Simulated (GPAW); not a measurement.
# RbCaH3 (Pm-3m): G0W0 with GPAW, start to end, part 2 of 2

Aim: the G0W0 gap of RbCaH3 (Pm-3m) on LDA, step by step.

GPAW 26.7.0; LDA and many-body steps on it, plane waves. Known limits of the many-body steps: not at the basis limit; no spin-orbit coupling.

So far. Step 2 (Ground state): The gap is direct, at (0.500, 0.500, 0.000). Step 3 (Empty states on the mesh, 4×4×4 mesh, 326 bands): On this mesh the gap is 2.949 eV.

## Step 4: Screening and self-energy, 4×4×4 mesh, 147 bands, screening to 78 eV

G0W0 replaces the xc potential by the self-energy, built once from these orbitals. Only a window of levels is corrected, while the sums run over the empty bands that the input names.

This step: G0W0 on LDA, plane waves, PAW.

The input, run.py:

```python
import json
import numpy as np
from gpaw.mpi import world
from gpaw.response.g0w0 import G0W0

gw = G0W0('full.gpw',
    filename='gw',
    kpts=[0, 7],
    bands=(9, 13),
    ecut=78,
    nbands=147,
    integrate_gamma='WS',
    ppa=True)
gw.calculate()
res = {mode: {k: v for k, v in r.items() if k != 'sigma_eskwn'}
       for mode, r in gw.all_results.items()}

if world.rank == 0:
    with open('result.json', 'w') as f:
        json.dump(res, f, default=lambda x: x.tolist())
```

The run is started by

```bash
$ mpirun -n 4 gpaw python run.py
```

Numbers of over 12 decimals in the logs are rounded to 6 here.

Log:

```text
Using integrator: PointIntegrator
FrequencyGridDescriptor(from 0.000+0.000j to 0.000+27.211j eV, 2 points)
Nonperiodic BCs:  [False False False]
Using integrator: PointIntegrator
FrequencyGridDescriptor(from 0.000+0.000j to 0.000+27.211j eV, 2 points)
Nonperiodic BCs:  [False False False]
  ___  _ _ _
 |   || | | |
 | | || | | |
 |__ ||_____|
 |___|

BZ k-points: Symmetries present (total): 48

  [... matrices ...]
64 k-points: 4 x 4 x 4 Monkhorst-Pack grid + [1/8,1/8,1/8]
10 k-points in the irreducible part of the Brillouin zone
       k-points in crystal coordinates                weights
   0:     0.00000000    0.00000000    0.00000000          1/64
   1:     0.25000000    0.00000000    0.00000000          6/64
   2:     0.25000000    0.25000000    0.00000000         12/64
   3:     0.25000000    0.25000000    0.25000000          8/64
   4:     0.50000000    0.00000000    0.00000000          3/64
   5:     0.50000000    0.25000000    0.00000000         12/64
   6:     0.50000000    0.25000000    0.25000000         12/64
   7:     0.50000000    0.50000000    0.00000000          3/64
   8:     0.50000000    0.50000000    0.25000000          6/64
   9:     0.50000000    0.50000000    0.50000000          1/64

Distributing spins, k-points and bands (1 x 2 x 4) over 4 processes
Number of blocks: 1

Quasi particle states:
k-points (IBZ indices): [0, 7]
Band range: (9, 13)
  [... matrices ...]
Computational parameters:
Plane wave cut-off: 78 eV
Number of bands: 147
Coulomb cutoff: None
Broadening: 0.1 eV

fxc modes: GW
Kernel: RPA
Using Godby-Needs plasmon-pole approximation:
  Fitting energy: i*E0, E0 = 1.000 Hartree
Summing all q:

Calculating screened Coulomb potential
No Coulomb truncation
FrequencyGridDescriptor(from 0.000+0.000j to 0.000+27.211j eV, 2 points)
Removing empty qpoint cache files...

Calculating chi0 body with:
    Ground state adapter containing:
    Number of spins: 1
    Number of kpoints: 64
    Number of irreducible kpoints: 10
    Number of completely occupied states: 11
    Number of partially occupied states: 11
    Occupied states memory: 3.303726 M / cpu

    Linear response parametrization:
    q_c: [0.0, 0.0, 0.0]
    Number of frequency points: 2
    Planewave cutoff: 78.0
    Number of bands: 147
    Number of planewaves: 147
    Broadening (eta): 1e-06
    comm.size: 4
    kncomm.size: 4
    blockcomm.size: 1

    Memory estimate of potentially large arrays:
        chi0_wGG: 0.659454 M / cpu
Integrating chi0 body.

Symmetries of q_c:
    Direct symmetries (Uq -> q): 48
    Indirect symmetries (TUq -> q): 0
In total 48 allowed symmetries.

  [... matrices ...]
10 groups of equivalent kpoints. 84.375% reduction.

Integral kind: response function
Integrating chi0 head and wings.

Symmetries of q_c:
    Direct symmetries (Uq -> q): 48
    Indirect symmetries (TUq -> q): 0
In total 48 allowed symmetries.

  [... matrices ...]
10 groups of equivalent kpoints. 84.375% reduction.

Integral kind: response function wings

Calculating chi0 body with:
    Ground state adapter containing:
    Number of spins: 1
    Number of kpoints: 64
    Number of irreducible kpoints: 10
    Number of completely occupied states: 11
    Number of partially occupied states: 11
    Occupied states memory: 3.303726 M / cpu

[... the further q-points ...]

Results:
f:      Occupation numbers
eps:     KS-eigenvalues [eV]
vxc:     KS vxc [eV]
exx:     Exact exchange [eV]
sigma:   Self-energies [eV]
dsigma:  Self-energy derivatives
Z:       Renormalization factors
qp:      QP-energies [eV]

k-point 0 (0): (0.000, 0.000, 0.000)                GW
band       f     eps     vxc     exx   sigma  dsigma       Z      qp
                                                                   GW
   9   1.000  -0.024 -10.814 -14.186   1.745  -0.277   0.783  -1.298
  10   1.000  -0.024 -10.814 -14.186   1.745  -0.277   0.783  -1.298
  11   0.000   6.217 -14.416  -6.720  -4.519  -0.251   0.800   8.757
  12   0.000   6.217 -14.416  -6.720  -4.519  -0.251   0.800   8.757

k-point 1 (7): (0.500, 0.500, 0.000)                GW
band       f     eps     vxc     exx   sigma  dsigma       Z      qp
                                                                   GW
   9   1.000   0.318 -11.053 -14.636   1.747  -0.266   0.790  -1.132
  10   1.000   0.318 -11.053 -14.636   1.747  -0.266   0.790  -1.132
  11   0.000   3.268  -9.274  -4.402  -3.350  -0.195   0.837   4.541
  12   0.000   5.164 -11.934  -5.466  -4.007  -0.230   0.813   7.164
```

Elapsed: 71 s, on 4 MPI ranks of Arm Neoverse V1, shared host; peak memory 1.4 GiB.

This step gave:

| Property | Result |
| --- | --- |
| G0W0 gap on the points computed | 5.673 eV |
| least direct G0W0 gap on the computed points | 5.673 eV |
| Z at the valence top | 0.7901 |
| Z at the conduction bottom | 0.8366 |
| starting gap on the mesh | 2.949 eV |
| k of the valence top | 0.5, 0.5, 0 |
| k of the conduction bottom | 0.5, 0.5, 0 |

The gap on the mesh goes from 2.95 eV to 5.67 eV, a correction of +2.72 eV.

Limits: finite bands, cutoff and mesh; no spin-orbit coupling. v1 is the top filled band, c1 the lowest empty one. Levels before and after the correction, in eV, zero at the valence-band top of each column:

|  | conduction bottom | valence top |
| --- | --- | --- |
| Kohn-Sham | 2.95 | 0.00 |
| G0W0 | 5.67 | 0.00 |

|  | level | energy (eV) |
| --- | --- | --- |
| Kohn-Sham | (0.5 0.5 0) v2-v1 | 0.000 |
| Kohn-Sham | (0.5 0.5 0) c1 | 2.949 |
| Kohn-Sham | (0.5 0.5 0) c2 | 4.845 |
| G0W0 | (0.5 0.5 0) v2-v1 | 0.000 |
| G0W0 | (0.5 0.5 0) c1 | 5.673 |
| G0W0 | (0.5 0.5 0) c2 | 8.296 |

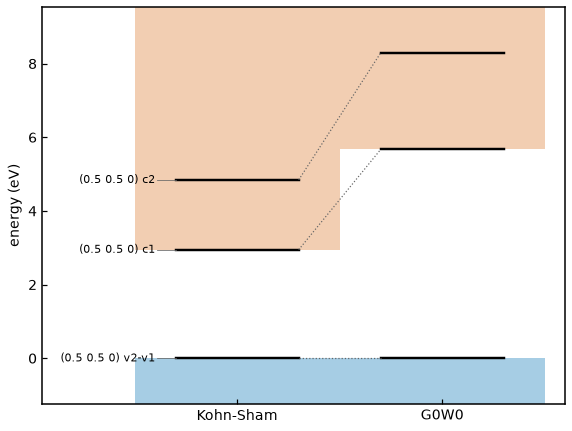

Levels before and after the correction. Shaded: valence and conduction bands.

## Step 5: Where the time went

Times are wall times on 4 MPI ranks of Arm Neoverse V1, shared host, good to a factor of about two.

| step | time | share | memory (GiB) |
| --- | --- | --- | --- |
| ground state | 11 s | 6 % | 0.7 |
| empty states on the mesh | 93 s | 53 % | 3.8 |
| screening and self-energy | 71 s | 40 % | 1.4 |

## Step 6: Outcome

| Quantity | Value |
| --- | --- |
| LDA gap | 2.95 eV, direct |
| G0W0 gap on the mesh | 5.67 eV |
| GW settings | 4×4×4 mesh, 147 bands, screening to 78 eV, Godby-Needs plasmon pole |
| known limits | not at the basis limit; no spin-orbit coupling |

In words: G0W0 moves the gap on the mesh from 2.95 eV to 5.67 eV (+2.72 eV), with Z of 0.79 and 0.84 at the edges. Only 2 of the mesh's irreducible points were corrected, so a valley elsewhere could overtake. Bands and cutoff are finite, so the gap is not at the basis limit. The miss can reach some tenths of an eV and take either sign; the mesh is an error of its own. These stock PAW sets were not made for GW. In the G0W0 run levels were corrected at 2 k points alone, so a gap called «on the mesh» is the least over those, and an edge elsewhere would be missed. This is the ideal cubic cell; many perovskites, halides above all, are cubic only on average, and local tilts or off-centring can widen the gap. The many-body steps are scalar-relativistic: spin-orbit coupling is not in them.

[Paths, hosts, dates, memory and timing lines, banners, echoed tables and standing remarks are left out of the program output.]

[Logs are printed without paths, hosts, clocks, repeated set-up lines and the standing remarks that a program may print on its own settings, such as how far it seeks lower states.]

[Runs of the session that timed out or met a known fault of the program may be left out.]

[Hosts, paths, dates, database ids (printed as entryN), source tags and the programs' standing remarks are cut or masked in the printed files.]
